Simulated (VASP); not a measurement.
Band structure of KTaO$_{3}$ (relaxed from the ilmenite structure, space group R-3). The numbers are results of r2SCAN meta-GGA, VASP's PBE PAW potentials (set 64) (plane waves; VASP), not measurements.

Unless said otherwise, spin-orbit coupling is left out, though it shifts the bands of the heavy elements here.

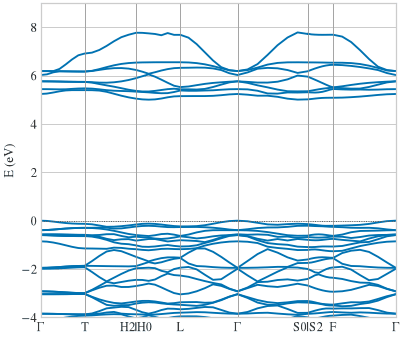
Figure. Bands along high-symmetry lines, zero at the valence-band maximum or, without a gap, the Fermi level

Task: Read the plot: is there a gap, and where are the band edges?

Result: The gap is indirect, 5.00 eV, from the valence maximum at Γ to the conduction minimum at (-0.33, 0.33, 0.00).

The structure was generated: KTaO3 was put into the ilmenite type (R-3), which need not be its known phase. It was relaxed first.
